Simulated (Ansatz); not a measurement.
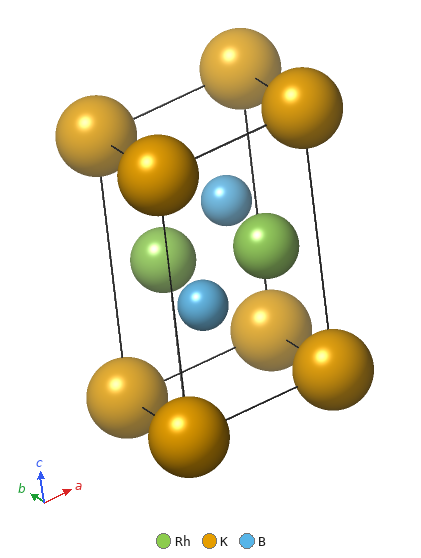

We look at a spheres-only model of the crystal slightly off an axis. The wireframe shows the simulation cell.

Computational set-up: DFT, PAW plane waves, r2SCAN (Ansatz), a plane-wave cutoff of 500 eV, Brillouin-zone sampling on a 7×7×7 mesh, Fermi-Dirac smearing of 0.1 eV, no spin polarisation.

> How charged are the atoms, by the Bader scheme?

K +0.76 e; B -0.01 e; Rh -0.37 e.

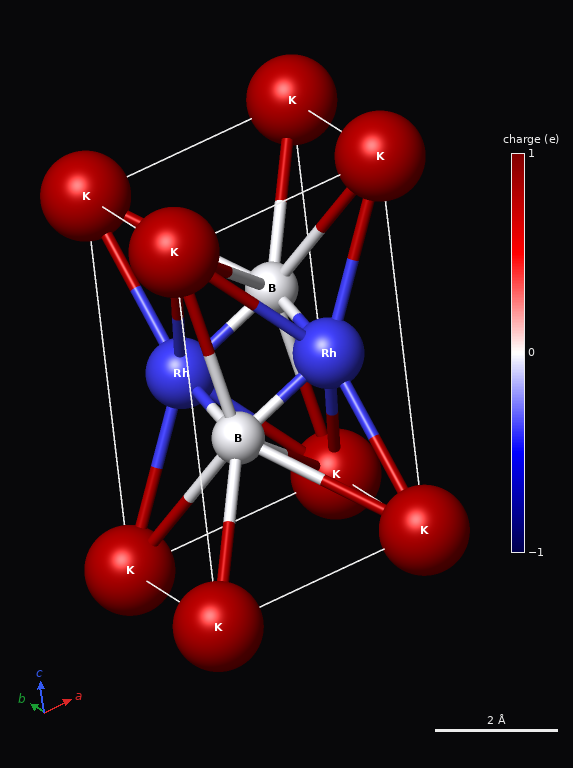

The atoms coloured by those charges.

Provenance: a generated cell, made by putting these elements into a known structure type (the compound may or may not exist in this form). The atoms were relaxed in a fixed cell with DFT, PAW plane waves, r2SCAN in Ansatz.

At this level of theory the cell isn't at rest (compressed, at 5 GPa), so its distances can differ from those at equilibrium, the more so the softer the solid.
